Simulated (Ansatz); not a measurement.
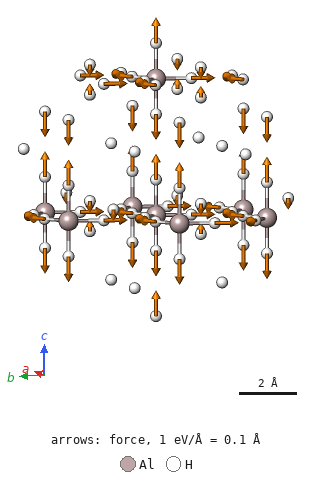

Starting geometry of a crystal of AlH8 (a generated structure, set up in P-6m2) (coarse preliminary run) with the computed forces as orange arrows. A ball-and-stick model of the atoms within 5.0 Å of the atom that moves most (axes of the cell of the calculation), seen from a free direction.

Level of theory: Ansatz 0.2.0, DFT PBE, scalar-relativistic, plane waves, PAW. (plane-wave cutoff 420 eV; k-point mesh 6 × 6 × 4; occupations gaussian; smearing width 0.1 eV; no spin polarisation; cell and atoms relaxed; force threshold 0.04 eV/Å; at most 70 steps)

Is this structure relaxed? If not, where do the atoms go?

Answer. It isn't relaxed: the largest force vector, on H atoms, is 9.17 eV/Å. The final displacements follow the starting forces only in part (cosine between the two patterns 0.44). The largest moves relative to the cell, 0.93 Å, are those of H atoms. Al stays in place. The drawn cell changes as follows: a = b 4.128 → 5.919 Å (+43.4 %), c 4.830 → 5.426 Å (+12.3 %); the volume changes by +131.0 %. Among the contacts that change: H–H 2.314 → 0.749 Å, Al–H 1.258 → 2.338 Å, Al–H 1.275 → 1.599 Å, H–H 1.069 → 0.748 Å. New bonds form: H–H (1.07 → 0.75 Å), H–H (2.31 → 0.75 Å). Bonds break: Al–H (1.26 → 2.34 Å). The space group stays P-6m2 (No. 187). After 20 accepted moves (27 points after the start) the energy has fallen by 1224 meV per atom. Largest force component: 9.2 eV/Å at the start, 0.003 eV/Å at the end. Pressure: 41.63 GPa at the start and 0.15 GPa at the end. The line search rejected the trial steps at points 6, 17, 20, 22 of the run. The SCF was repeated 3 times at an unchanged geometry on a basis and grid sized afresh for the cell, which shifted the energy by 28.5 meV per atom at most. The run took 98 s on 1 thread of Intel(R) Xeon(R) Platinum 8259CL CPU @ 2.50GHz (Skylake/Cascade Lake) (shared host), peak memory 0.45 GiB.
